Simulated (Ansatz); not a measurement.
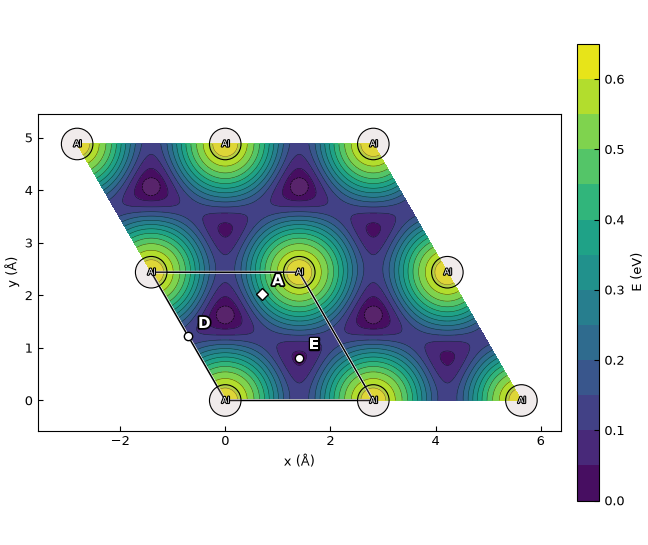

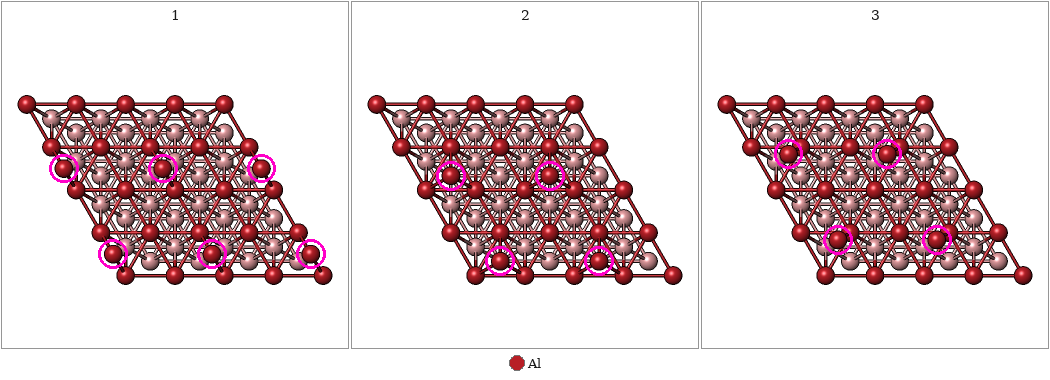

Al on an Al(111) slab cut from the Fm-3m phase, its upper half relaxed before the scan (12 atoms of substrate and one adsorbate in a 2 × 2 cell). Al is moved over the surface cell; relaxed at each place: the height of the adsorbate's atoms; substrate rigid; the origin of the map has the adsorbate above Al9. Places are given modulo a cell vector. The map is drawn in real space over the plane of the surface. Grid: 6 × 6 points; 10 points were computed and 26 follow by symmetry. Places are given in fractions of the 1 × 1 surface cell. Energies are in eV, from the lowest grid point. The calculation used DFT LDA, scalar-relativistic, plane waves, PAW in Ansatz. Settings: cutoff 420 eV, k-mesh 6×6×1, gaussian smearing 0.1 eV, no spin polarisation.

The picture shows filled contours, labelled circles for the atoms of the top layer and small ones for the second layer, the outline of one cell of the 2 × 2 shown, lettered points. Between grid points the surface is interpolated. The numbered pictures are the structures at these points, in random order. Rings mark the moved atoms.

### Which structure belongs to which point?

A is structure 3: (4/6, 5/6) of the cell vectors [nearest 1 Al at 2.48 Å], 0.358 eV; D is structure 1: a bridge site between two Al atoms, (0/6, 3/6) of the cell vectors, 0.117 eV; E is structure 2: a threefold hollow over a third-layer Al atom, (4/6, 2/6) of the cell vectors, 0.040 eV.
